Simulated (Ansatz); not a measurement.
```xyz
9

C    -0.2261    1.1657   -0.1742
C     1.0888    1.7305    0.3324
Cl    1.6032    1.6596   -2.8280
Ge    2.5707    2.1992   -0.9188
H    -0.7171    1.8580   -0.8743
H    -0.9284    0.9656    0.6513
H    -0.0739    0.2242   -0.7228
H     1.5746    1.0487    1.0602
H     0.9378    2.6660    0.9093
```

Geometry: PBE0-D3(BJ)/def2-SVP.

Theory: isolated molecule in a Gaussian basis; Kohn-Sham density functional theory, functional PBE0 in Ansatz.

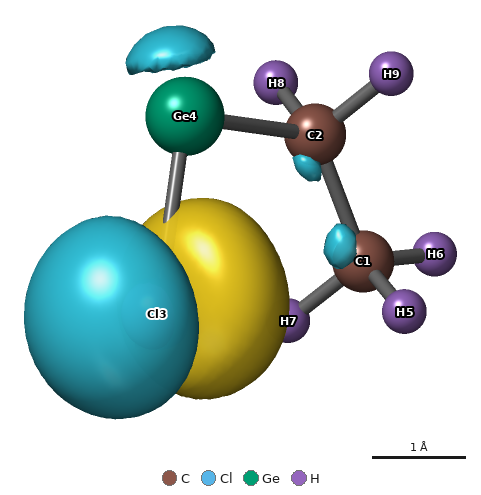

C2H5ClGe. The HOMO−1 at ±0.15 Å⁻³ᐟ² (yellow and cyan are the two phases), seen at an oblique angle.

Where does this orbital lie, and at what energy?

Answer. It lies mainly on Cl3 (about 80 %) and Ge4 (about 15 %); largely a lone pair of Cl3. Its energy is −8.98 eV.
